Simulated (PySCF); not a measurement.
Consider C4H6NSi (doublet).

```tsv
atom	x (Å)	y (Å)	z (Å)
N	2.0195	0.0930	0.6604
Si	0.6660	-0.4960	-0.2309
C	-0.7640	-0.9790	0.9809
C	-1.8171	-0.3021	0.6058
C	-1.7383	0.6226	-0.4985
C	-0.5342	0.6962	-1.0885
H	1.8546	0.7189	1.4328
H	2.8379	0.3852	0.1515
H	1.1395	-1.5849	-1.0802
H	-0.7016	-1.6957	1.7763
H	-2.6031	1.1958	-0.8019
H	-0.3580	1.3453	-1.9339
```

Geometry: GFN2-xTB.

All numbers below come from UKS B3LYP, pcH-1 on C H N Si, non-relativistic, mean-field spin-orbit, GIAO in PySCF 2.14.0, density-fitted response routines.

**What will maps of the electron density, electron localisation function and spin density show?**

C–C (1.31 Å): ρ is about 2.4 e/Å³ halfway; the ELF peaks at about 0.90 between the atoms; a multiple bond.
C–Si (1.90 Å): ρ at the midpoint is about 0.93 e/Å³; the ELF peaks at about 0.95 between the atoms; a covalent bond.
C–C (1.44 Å): the density is about 1.9 e/Å³ at the midpoint; the ELF peaks at about 0.95 between the atoms (a covalent bond).
C–H (1.07 Å): ρ is about 2 e/Å³ halfway; the ELF climbs to about 1 towards the hydrogen, as it does in any bond to H (a covalent bond by its length).
The unpaired spin (1 electron) lies mostly on C4 (about 0.7), in electrons by Hirshfeld's partition.

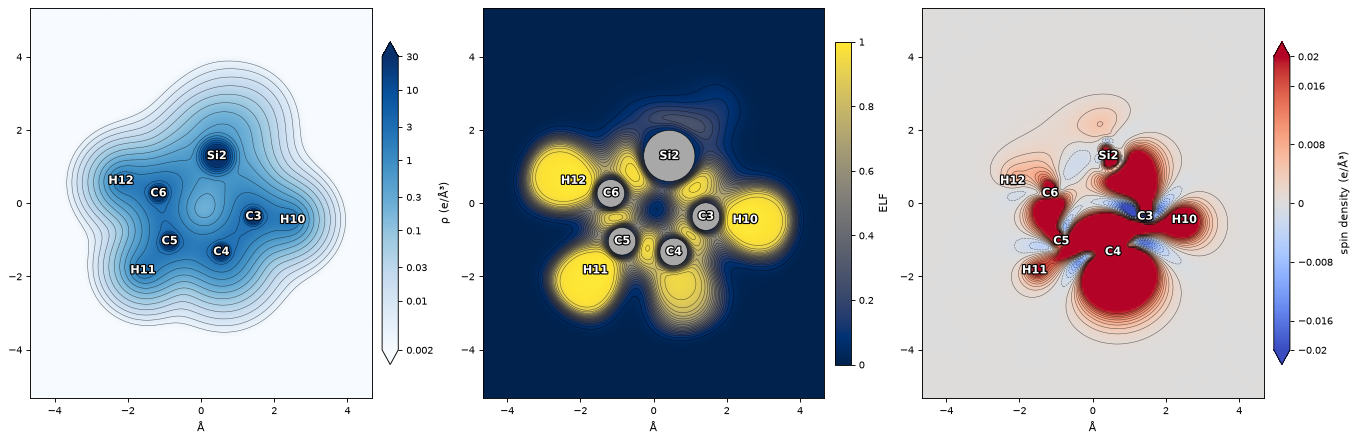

Computed electron density, electron localisation function and spin density on the plane of atoms C6, C5 and H11, in this order. Grey discs cover the atomic cores in the ELF map. 
